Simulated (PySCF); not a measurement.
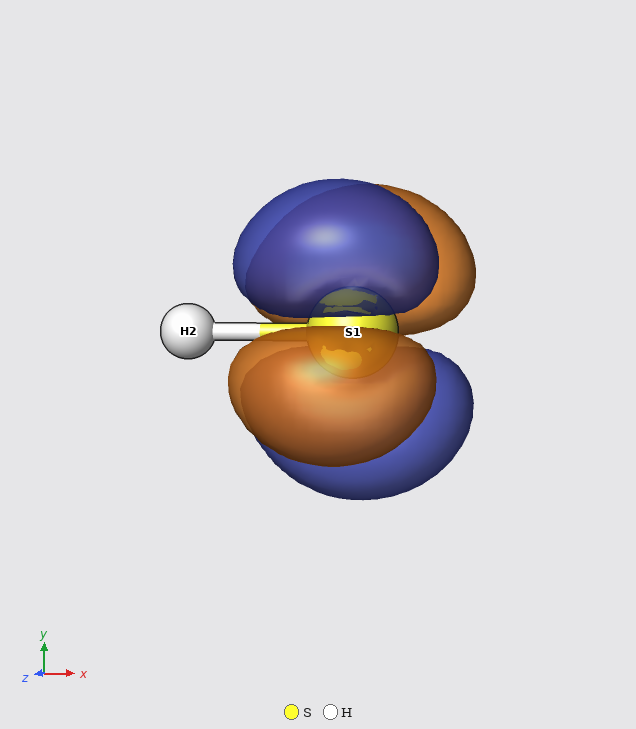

Figure. HS, doublet, SMILES `[SH]`. Change of the electron density in a uniform field of 0.51 V/Å, surfaces at ±0.02 e/Å³ (orange: gain, blue: loss).

Computed with PySCF, PBE/6-311+G**, geometry: GFN2-xTB. No frequency check shows the geometry to be a minimum. The basis has diffuse s and p functions alone, which still leaves polarisabilities too small, most of all across bonds. The stability of the open-shell solution wasn't checked. GFN2-xTB bond lengths at metals and heavier atoms can be off by up to 0.1 Å and shapes distorted, which carries into these values. GFN2-xTB doesn't know the spin state, so this open-shell geometry is rough.

Coordinates in Å:

```
S1       0.0783    0.0000    0.0000
H2      -1.2523    0.0000    0.0000
```

Along which Cartesian direction does the field point?

Along −y: electrons gather on the +y side, against the field.

What dipole is induced, and what polarisability does it imply?

The induced dipole is 0.27 D (along the field); α along this axis, from the fields in both directions, is 11 bohr³ (1.6 Å³).

Which atoms gain and lose the most charge?

Hardly any: no atom's Hirshfeld charge changes by as much as 0.002 e. The density shifts from one side of each atom to the other; 0.212 electrons are displaced in all.

Run time: 3.5 s on 1 thread of Intel(R) Xeon(R) 6975P-C (Granite Rapids) (shared host), peak memory 0.19 GiB.
